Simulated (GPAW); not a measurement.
# TiO2 (Rutile, P4_2/mnm): the Ti K absorption edge, part 3 of 4

How does the Ti K edge of TiO2 (Rutile, P4_2/mnm) move when the bonds are compressed or stretched?

GPAW 26.7.0; X-ray absorption from dipole matrix elements to empty bands, plane-wave PAW LDA.

So far. Step 4 (Spectrum with FCH, Ti atom 1): The hole costs E(hole) − E(ground) = 4965.42 eV, and the lowest empty level of the hole cell on the spectrum's mesh lies at 5.53 eV, which puts the zero at 4970.95 eV. One term is added: -22.68 eV, since the hole is spin-paired here and a spin-polarised one costs that much less in the free atom (computed apart). The photon energy is then 4948.27 eV. The tabulated edge of the element is 4966 eV.

## (7) Supercell without a hole, the energy reference

Level of this step: plane-wave PAW DFT, LDA, self-consistent field (GPAW).

The cell changes for the next run, so it gets a reference energy of its own.

The cell differs from the one that the last finished run ended in (a 5.351 → 5.407 Å, b 5.351 → 5.407 Å, c 5.351 → 5.407 Å).

Input file scf.py:

```python
import numpy as np
from ase import Atoms
from ase.parallel import parprint, paropen
from gpaw import GPAW, PW, FermiDirac, Mixer, MixerDif, setup_paths
from gpaw.test import gen
setup_paths.insert(0, '.')
gen('Ti', name='nch1s', xcname='LDA', corehole=(1, 0, 0), write_xml=True)
from gpaw.mpi import world
world.barrier()

atoms = Atoms('Ti4O8',
    cell=[[4.54581097, 0, 2.92752523],
     [0, 4.54581097, 2.92752523],
     [-4.54581097, 0, 2.92752523]],
    scaled_positions=[[0.25, 0.5, 0.75],
     [0.75, 0.5, 0.25],
     [0, 0, 0],
     [0.5, 0, 0.5],
     [0.55496, 0.19504, 0.75],
     [0.05496, 0.19504, 0.25],
     [0, 0.69504, 0.30496],
     [0.5, 0.69504, 0.80496],
     [0.94504, 0.80496, 0.75],
     [0.44504, 0.80496, 0.25],
     [0, 0.30496, 0.69504],
     [0.5, 0.30496, 0.19504]],
    pbc=True)
atoms.calc = calc = GPAW(legacy_gpaw=True, mode=PW(500, force_complex_dtype=True), xc='LDA', setups={0: 'nch1s'},
    kpts={'size': (4, 4, 4), 'gamma': True}, occupations=FermiDirac(0.02),
    charge=0, mixer=Mixer(0.1, 5, 50), maxiter=150,
    convergence={'density': 0.0001, 'eigenstates': 1e-6}, txt='scf.txt')
energy = atoms.get_potential_energy() + calc.get_reference_energy()
ef = calc.get_fermi_level()
out = dict(energy=energy, fermi=ef, forces=atoms.get_forces().tolist())
parprint(f'all-electron energy {energy:.4f} eV, Fermi level {ef:.4f} eV')
ev = np.array([[calc.get_eigenvalues(k, s) for k in range(len(calc.get_ibz_k_points()))] for s in range(calc.get_number_of_spins())])
out['homo'], out['lumo'], out['counts'] = ev[ev < ef].max(), ev[ev > ef].min(), sorted(set((ev < ef).sum((0, 2)).tolist()))
out['filled'] = (ev[:, 0] < ef).sum(1).tolist()
import json
with paropen('out.json', 'w') as f:
    json.dump(out, f)
```

Command:

```
> OMP_NUM_THREADS=1 mpirun -n 4 gpaw python scf.py
```

Numbers of over 12 decimals in the logs are rounded to 6 here.

Output:

```text
Input parameters:
  convergence: {density: 0.0001,
                eigenstates: 1e-06}
  kpts: {gamma: True,
         size: (4, 4, 4)}
  maxiter: 150
  mixer: {backend: pulay,
          beta: 0.1,
          method: separate,
          nmaxold: 5,
          weight: 50}
  mode: {ecut: 500.0,
         force_complex_dtype: True,
         name: pw}
  occupations: {fixmagmom: False,
                name: fermi-dirac,
[...]
4s(2) :    -0.168799     0.990650
3p(6) :    -1.425558     0.436626
4p(0) :    -0.056429     0.981035
3d(2) :    -0.164024     0.588737
*d    :     0.835976
--------------------------------

Diagonalizing with gridspacing h=0.050

state   all-electron     PAW
-------------------------------
3s:      -2.287902    -2.288205
3p:      -1.425558    -1.426242
3d:      -0.164024    -0.164519
*f:                    0.065395
-------------------------------
all-electron energy -109030.4902 eV, Fermi level 6.3599 eV
[key lines of the parts left out:]
Converged after 18 iterations.
Dipole moment: (0.000001, -0.000000, -0.000000) |e|*Ang
Free energy:   -111.429437
Fermi level: 6.35993
```

Elapsed: 26 s, on 4 MPI ranks of Intel Xeon Platinum 8375C at 2.90GHz (Ice Lake), shared host; peak memory 0.28 GiB; 1.7 min of CPU time.

Reference energy: -109030.490 eV with the cores included.

## (8) Spectrum with FCH, Ti atom 1

Shorter bonds are expected to push antibonding states and scattering resonances up, and longer ones down; the cell is scaled to test that.

Changed against the first core-hole run: volume scale from 1 to 0.97.

Input file xas.py:

```python
import numpy as np
from ase import Atoms
from ase.parallel import parprint, paropen
from gpaw import GPAW, PW, FermiDirac, Mixer, MixerDif, setup_paths
from gpaw.test import gen
setup_paths.insert(0, '.')
gen('Ti', name='fch1s', xcname='LDA', corehole=(1, 0, 1), write_xml=True)
from gpaw.mpi import world
world.barrier()

atoms = Atoms('Ti4O8',
    cell=[[4.54581097, 0, 2.92752523],
     [0, 4.54581097, 2.92752523],
     [-4.54581097, 0, 2.92752523]],
    scaled_positions=[[0.25, 0.5, 0.75],
     [0.75, 0.5, 0.25],
     [0, 0, 0],
     [0.5, 0, 0.5],
     [0.55496, 0.19504, 0.75],
     [0.05496, 0.19504, 0.25],
     [0, 0.69504, 0.30496],
     [0.5, 0.69504, 0.80496],
     [0.94504, 0.80496, 0.75],
     [0.44504, 0.80496, 0.25],
     [0, 0.30496, 0.69504],
     [0.5, 0.30496, 0.19504]],
    pbc=True)
atoms.calc = calc = GPAW(legacy_gpaw=True, mode=PW(500, force_complex_dtype=True), xc='LDA', setups={0: 'fch1s'},
    kpts={'size': (4, 4, 4), 'gamma': True}, occupations=FermiDirac(0.02),
    charge=0, mixer=Mixer(0.1, 5, 50), maxiter=150,
    convergence={'density': 0.0001, 'eigenstates': 1e-6}, txt='scf.txt')
energy = atoms.get_potential_energy() + calc.get_reference_energy()
ef = calc.get_fermi_level()
out = dict(energy=energy, fermi=ef, forces=atoms.get_forces().tolist())
parprint(f'all-electron energy {energy:.4f} eV, Fermi level {ef:.4f} eV')
ev = np.array([[calc.get_eigenvalues(k, s) for k in range(len(calc.get_ibz_k_points()))] for s in range(calc.get_number_of_spins())])
out['homo'], out['lumo'], out['counts'] = ev[ev < ef].max(), ev[ev > ef].min(), sorted(set((ev < ef).sum((0, 2)).tolist()))
out['filled'] = (ev[:, 0] < ef).sum(1).tolist()

from ase.units import Ha
from gpaw.xas import dipole_matrix_elements
nb = int(calc.get_number_of_electrons() / 2) + 95
top, nb = nb, nb + 8 + nb // 12
nscf = calc.fixed_density(kpts={'size': (6, 6, 6), 'gamma': True}, nbands=nb,
    convergence={'bands': top, 'eigenstates': 5e-3}, maxiter=60, txt='nscf.txt')
cell = atoms.cell.array
ops = [cell.T @ U.T @ np.linalg.inv(cell.T) for U in nscf.wfs.kd.symmetry.op_scc]
filled = [48]  # bands filled in the ground state, by spin
E = np.arange(-6, 34, 0.1)
fwhm = np.interp(E, [4, 25], [0.94, 3.5])
Y, X, zero, highest = 0, 0, 1e9, 1e9
for spin in range(nscf.get_number_of_spins()):
    wfs = nscf.wfs
    mine = wfs.bd.get_slice()  # this rank's bands
    A = dipole_matrix_elements(wfs.setups[0])
    eps = np.zeros((wfs.kd.nibzkpts, nb))
    d = np.zeros((3, A.shape[1], wfs.kd.nibzkpts, nb), complex)
    for kpt in wfs.kpt_u:
        if kpt.s == spin and 0 in kpt.P_ani:
            eps[kpt.k, mine] = kpt.eps_n * Ha
            d[:, :, kpt.k, mine] = (kpt.weight * wfs.nspins / 2) ** 0.5 * np.inner(A, kpt.P_ani[0])
    world.sum(eps)
    world.sum(d)
    T = np.einsum('amkn,bmkn->abkn', d, d.conj()).real
    T = sum(np.einsum('ai,ijkn,bj->abkn', R, T, R) for R in ops) / len(ops)
    empty = np.ones_like(eps, bool) & (np.arange(nb) >= filled[spin])
    zero, highest = min(zero, eps[empty].min()), min(highest, eps[:, top - 1].min())
    lines = [(eps, T, empty)] if spin == 0 else lines + [(eps, T, empty)]
for eps, T, empty in lines:
    f = np.einsum('aakn->akn', T).reshape(3, -1)
    x = eps.ravel() - zero
    w = np.interp(x, E, fwhm) / 2.35482
    g = np.exp(-0.5 * ((E[:, None] - x) / w) ** 2) / (w * (2 * np.pi) ** 0.5)
    Y = Y + (f * empty.ravel()) @ g.T
    X = X + (f * ~empty.ravel()) @ g.T
out.update(E=E.round(2).tolist(), xas=Y.tolist(), xes=X.tolist(), zero=zero, valid=highest - zero, nk=len(eps), nb=nb)
for i in range(0, len(E), 10):
    parprint(f'{E[i]:7.2f}', *(f'{v:10.3e}' for v in Y[:, i]))
import json
with paropen('out.json', 'w') as f:
    json.dump(out, f)
```

Command:

```
> OMP_NUM_THREADS=1 mpirun -n 4 gpaw python xas.py
```

Output:

```text
Input parameters:
  convergence: {density: 0.0001,
                eigenstates: 1e-06}
  kpts: {gamma: True,
         size: (4, 4, 4)}
  maxiter: 150
  mixer: {backend: pulay,
          beta: 0.1,
          method: separate,
          nmaxold: 5,
          weight: 50}
  mode: {ecut: 500.0,
         force_complex_dtype: True,
         name: pw}
  occupations: {fixmagmom: False,
                name: fermi-dirac,
[...]
*d    :     0.333350
--------------------------------

Diagonalizing with gridspacing h=0.050

state   all-electron     PAW
-------------------------------
3s:      -2.983269    -2.983558
3p:      -2.108060    -2.108705
3d:      -0.666650    -0.667242
*f:                   -0.026873
-------------------------------
all-electron energy -104065.5576 eV, Fermi level 5.6495 eV
[...]
32.00  4.069e-07  4.069e-07  4.971e-07
  33.00  4.864e-07  4.864e-07  5.599e-07
[key lines of the parts left out:]
Converged after 16 iterations.
Dipole moment: (0.115476, -0.000000, 0.034116) |e|*Ang
Free energy:   -128.836120
Fermi level: 5.64946
```

Run time: 81 s. Hardware: 4 MPI ranks; peak memory 0.47 GiB; 5.4 min of CPU time.

| E (eV) | first run | this run |
| --- | --- | --- |
| -2.0 | 0.00 | 0.00 |
| -1.0 | 0.00 | 0.00 |
| 0.0 | 0.02 | 0.02 |
| 1.0 | 0.03 | 0.03 |
| 2.0 | 0.25 | 0.25 |
| 3.0 | 0.24 | 0.29 |
| 4.0 | 0.07 | 0.08 |
| 5.0 | 0.24 | 0.19 |
| 6.0 | 0.27 | 0.34 |
| 7.0 | 0.04 | 0.07 |
| 8.0 | 0.03 | 0.03 |
| 9.0 | 0.13 | 0.11 |
| 10.0 | 0.45 | 0.39 |
| 11.0 | 0.96 | 0.91 |
| 12.0 | 1.10 | 1.11 |
| 13.0 | 1.12 | 1.12 |
| 14.0 | 1.29 | 1.30 |
| 15.0 | 1.59 | 1.54 |
| 16.0 | 2.21 | 2.04 |
| 17.0 | 2.91 | 2.80 |
| 18.0 | 3.02 | 3.13 |
| 19.0 | 2.74 | 2.91 |
| 20.0 | 2.65 | 2.73 |
| 21.0 | 2.82 | 2.85 |
| 22.0 | 2.93 | 3.05 |
| 23.0 | 2.77 | 3.01 |
| 24.0 | 2.48 | 2.74 |
| 25.0 | 2.14 | 2.42 |
| 26.0 | 1.75 | 2.04 |
| 27.0 | 1.38 | 1.63 |
| 28.0 | 1.18 | 1.32 |
| 29.0 | 1.15 | 1.20 |
| 30.0 | 1.22 | 1.22 |
| 31.0 | 1.37 | 1.32 |
| 32.0 | 1.59 | 1.50 |

The scaled spectrum changes by 7 % r.m.s. The highest intensity below 24 eV goes from 17.6 eV (3.05) to 18.0 eV (3.13).

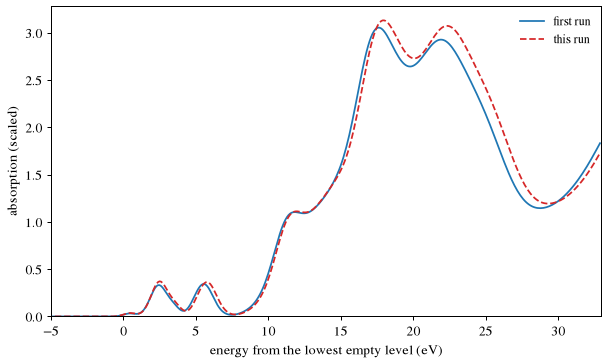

The effect of the change (volume scale from 1 to 0.97).

The photon energy of the zero moves by -0.09 eV.

## (9) Supercell without a hole, the energy reference

The cell changes for the next run, so it gets a reference energy of its own.

The cell differs from the one that the last finished run ended in (a 5.407 → 5.516 Å, b 5.407 → 5.516 Å, c 5.407 → 5.516 Å).

Edit scf.py of step 7 so:

```diff
@@ -11,5 +11,5 @@
 atoms = Atoms('Ti4O8',
-    cell=[[4.54581097, 0, 2.92752523],
-     [0, 4.54581097, 2.92752523],
-     [-4.54581097, 0, 2.92752523]],
+    cell=[[4.63767028, 0, 2.98668309],
+     [0, 4.63767028, 2.98668309],
+     [-4.63767028, 0, 2.98668309]],
     scaled_positions=[[0.25, 0.5, 0.75],
```

Command:

```
> OMP_NUM_THREADS=1 mpirun -n 4 gpaw python scf.py
```

Output:

```text
Input parameters:
  convergence: {density: 0.0001,
                eigenstates: 1e-06}
  kpts: {gamma: True,
         size: (4, 4, 4)}
  maxiter: 150
  mixer: {backend: pulay,
          beta: 0.1,
          method: separate,
          nmaxold: 5,
          weight: 50}
  mode: {ecut: 500.0,
         force_complex_dtype: True,
         name: pw}
  occupations: {fixmagmom: False,
                name: fermi-dirac,
[...]
4s(2) :    -0.168799     0.990650
3p(6) :    -1.425558     0.436626
4p(0) :    -0.056429     0.981035
3d(2) :    -0.164024     0.588737
*d    :     0.835976
--------------------------------

Diagonalizing with gridspacing h=0.050

state   all-electron     PAW
-------------------------------
3s:      -2.287902    -2.288205
3p:      -1.425558    -1.426242
3d:      -0.164024    -0.164519
*f:                    0.065395
-------------------------------
all-electron energy -109030.2368 eV, Fermi level 5.6877 eV
[key lines of the parts left out:]
Converged after 19 iterations.
Dipole moment: (-0.000000, -0.000000, -0.000000) |e|*Ang
Free energy:   -111.176057
Fermi level: 5.68765
```

The job ended after 30 s (4 MPI ranks; peak memory 0.28 GiB).

Reference energy: -109030.237 eV with the cores included.

## (10) Spectrum with FCH, Ti atom 1

Shorter bonds are expected to push antibonding states and scattering resonances up, and longer ones down; the cell is scaled to test that.

Changed against the first core-hole run: volume scale from 1 to 1.03.

Edit xas.py of step 8 so:

```diff
@@ -11,5 +11,5 @@
 atoms = Atoms('Ti4O8',
-    cell=[[4.54581097, 0, 2.92752523],
-     [0, 4.54581097, 2.92752523],
-     [-4.54581097, 0, 2.92752523]],
+    cell=[[4.63767028, 0, 2.98668309],
+     [0, 4.63767028, 2.98668309],
+     [-4.63767028, 0, 2.98668309]],
     scaled_positions=[[0.25, 0.5, 0.75],
@@ -41,3 +41,3 @@
 from gpaw.xas import dipole_matrix_elements
-nb = int(calc.get_number_of_electrons() / 2) + 95
+nb = int(calc.get_number_of_electrons() / 2) + 99
 top, nb = nb, nb + 8 + nb // 12
```

Command:

```
> OMP_NUM_THREADS=1 mpirun -n 4 gpaw python xas.py
```

Output:

```text
Input parameters:
  convergence: {density: 0.0001,
                eigenstates: 1e-06}
  kpts: {gamma: True,
         size: (4, 4, 4)}
  maxiter: 150
  mixer: {backend: pulay,
          beta: 0.1,
          method: separate,
          nmaxold: 5,
          weight: 50}
  mode: {ecut: 500.0,
         force_complex_dtype: True,
         name: pw}
  occupations: {fixmagmom: False,
                name: fermi-dirac,
[...]
*d    :     0.333350
--------------------------------

Diagonalizing with gridspacing h=0.050

state   all-electron     PAW
-------------------------------
3s:      -2.983269    -2.983558
3p:      -2.108060    -2.108705
3d:      -0.666650    -0.667242
*f:                   -0.026873
-------------------------------
all-electron energy -104064.3569 eV, Fermi level 4.9140 eV
[...]
32.00  5.154e-07  5.154e-07  5.860e-07
  33.00  5.862e-07  5.862e-07  6.950e-07
[key lines of the parts left out:]
Converged after 18 iterations.
Dipole moment: (0.140979, -0.000000, 0.034018) |e|*Ang
Free energy:   -127.635427
Fermi level: 4.91402
```

Run time: 94 s. Hardware: 4 MPI ranks; peak memory 0.49 GiB.

| E (eV) | first run | this run |
| --- | --- | --- |
| -2.0 | 0.00 | 0.00 |
| -1.0 | 0.00 | 0.00 |
| 0.0 | 0.02 | 0.02 |
| 1.0 | 0.03 | 0.03 |
| 2.0 | 0.25 | 0.24 |
| 3.0 | 0.24 | 0.21 |
| 4.0 | 0.07 | 0.06 |
| 5.0 | 0.24 | 0.28 |
| 6.0 | 0.27 | 0.19 |
| 7.0 | 0.04 | 0.02 |
| 8.0 | 0.03 | 0.04 |
| 9.0 | 0.13 | 0.16 |
| 10.0 | 0.45 | 0.51 |
| 11.0 | 0.96 | 1.00 |
| 12.0 | 1.10 | 1.09 |
| 13.0 | 1.12 | 1.11 |
| 14.0 | 1.29 | 1.29 |
| 15.0 | 1.59 | 1.68 |
| 16.0 | 2.21 | 2.39 |
| 17.0 | 2.91 | 2.95 |
| 18.0 | 3.02 | 2.87 |
| 19.0 | 2.74 | 2.61 |
| 20.0 | 2.65 | 2.60 |
| 21.0 | 2.82 | 2.76 |
| 22.0 | 2.93 | 2.76 |
| 23.0 | 2.77 | 2.54 |
| 24.0 | 2.48 | 2.24 |
| 25.0 | 2.14 | 1.88 |
| 26.0 | 1.75 | 1.50 |
| 27.0 | 1.38 | 1.21 |
| 28.0 | 1.18 | 1.10 |
| 29.0 | 1.15 | 1.13 |
| 30.0 | 1.22 | 1.24 |
| 31.0 | 1.37 | 1.43 |
| 32.0 | 1.59 | 1.67 |

Against the first run the r.m.s. difference is 7 %. The highest intensity below 24 eV goes from 17.6 eV (3.05) to 17.3 eV (2.98).

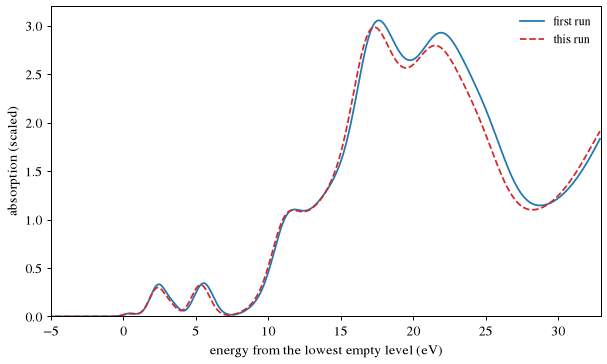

The effect of the change (volume scale from 1 to 1.03).

The photon energy of the zero moves by +0.07 eV.

## (11) Reference energy of the supercell

The cell changes for the next run, so it gets a reference energy of its own.

The cell differs from the one that the last finished run ended in (a 5.516 → 5.569 Å, b 5.516 → 5.569 Å, c 5.516 → 5.569 Å).

Edit scf.py of step 9 so:

```diff
@@ -11,5 +11,5 @@
 atoms = Atoms('Ti4O8',
-    cell=[[4.63767028, 0, 2.98668309],
-     [0, 4.63767028, 2.98668309],
-     [-4.63767028, 0, 2.98668309]],
+    cell=[[4.682266, 0, 3.01540296],
+     [0, 4.682266, 3.01540296],
+     [-4.682266, 0, 3.01540296]],
     scaled_positions=[[0.25, 0.5, 0.75],
```

Command:

```
> OMP_NUM_THREADS=1 mpirun -n 4 gpaw python scf.py
```

Output:

```text
Input parameters:
  convergence: {density: 0.0001,
                eigenstates: 1e-06}
  kpts: {gamma: True,
         size: (4, 4, 4)}
  maxiter: 150
  mixer: {backend: pulay,
          beta: 0.1,
          method: separate,
          nmaxold: 5,
          weight: 50}
  mode: {ecut: 500.0,
         force_complex_dtype: True,
         name: pw}
  occupations: {fixmagmom: False,
                name: fermi-dirac,
[...]
4s(2) :    -0.168799     0.990650
3p(6) :    -1.425558     0.436626
4p(0) :    -0.056429     0.981035
3d(2) :    -0.164024     0.588737
*d    :     0.835976
--------------------------------

Diagonalizing with gridspacing h=0.050

state   all-electron     PAW
-------------------------------
3s:      -2.287902    -2.288205
3p:      -1.425558    -1.426242
3d:      -0.164024    -0.164519
*f:                    0.065395
-------------------------------
all-electron energy -109029.8809 eV, Fermi level 5.3494 eV
[key lines of the parts left out:]
Converged after 17 iterations.
Dipole moment: (-0.000000, -0.000000, -0.000000) |e|*Ang
Free energy:   -110.820161
Fermi level: 5.34940
```

The job ended after 28 s (4 MPI ranks; peak memory 0.28 GiB; 1.8 min of CPU time).

Reference energy: -109029.881 eV with the cores included.

## (12) Spectrum with FCH, Ti atom 1

Shorter bonds are expected to push antibonding states and scattering resonances up, and longer ones down; the cell is scaled to test that.

Changed against the first core-hole run: volume scale from 1 to 1.06.

Edit xas.py of step 10 so:

```diff
@@ -11,5 +11,5 @@
 atoms = Atoms('Ti4O8',
-    cell=[[4.63767028, 0, 2.98668309],
-     [0, 4.63767028, 2.98668309],
-     [-4.63767028, 0, 2.98668309]],
+    cell=[[4.682266, 0, 3.01540296],
+     [0, 4.682266, 3.01540296],
+     [-4.682266, 0, 3.01540296]],
     scaled_positions=[[0.25, 0.5, 0.75],
@@ -41,3 +41,3 @@
 from gpaw.xas import dipole_matrix_elements
-nb = int(calc.get_number_of_electrons() / 2) + 99
+nb = int(calc.get_number_of_electrons() / 2) + 102
 top, nb = nb, nb + 8 + nb // 12
```

Command:

```
> OMP_NUM_THREADS=1 mpirun -n 4 gpaw python xas.py
```

Output:

```text
Input parameters:
  convergence: {density: 0.0001,
                eigenstates: 1e-06}
  kpts: {gamma: True,
         size: (4, 4, 4)}
  maxiter: 150
  mixer: {backend: pulay,
          beta: 0.1,
          method: separate,
          nmaxold: 5,
          weight: 50}
  mode: {ecut: 500.0,
         force_complex_dtype: True,
         name: pw}
  occupations: {fixmagmom: False,
                name: fermi-dirac,
[...]
*d    :     0.333350
--------------------------------

Diagonalizing with gridspacing h=0.050

state   all-electron     PAW
-------------------------------
3s:      -2.983269    -2.983558
3p:      -2.108060    -2.108705
3d:      -0.666650    -0.667242
*f:                   -0.026873
-------------------------------
all-electron energy -104063.5705 eV, Fermi level 4.5789 eV
[...]
32.00  5.624e-07  5.624e-07  6.446e-07
  33.00  6.141e-07  6.141e-07  7.481e-07
[key lines of the parts left out:]
Converged after 20 iterations.
Dipole moment: (0.153437, -0.000000, 0.033790) |e|*Ang
Free energy:   -126.849088
Fermi level: 4.57888
```

The job ended after 98 s (4 MPI ranks; peak memory 0.5 GiB; 6.5 min of CPU time).

[end of part 3 of 4]

[Banner, clock and machine lines of the logs are left out without a mark of their own.]

[Logs are printed without paths, hosts, clocks, repeated set-up lines and the standing remarks that a program may print on its own settings, such as how far it seeks lower states.]

[Hosts, paths, dates, database ids (printed as entryN), source tags and the programs' standing remarks are cut or masked in the printed files.]

[Lists of maxima count a maximum above −3 eV only where it reaches 4 % of the highest in the window and stands out from its surroundings by 2 % of it (1.5 % where it reaches 55 %); shoulders and weaker maxima are passed over, and of the rest the first, up to two pre-edge ones and the few strongest are named.]
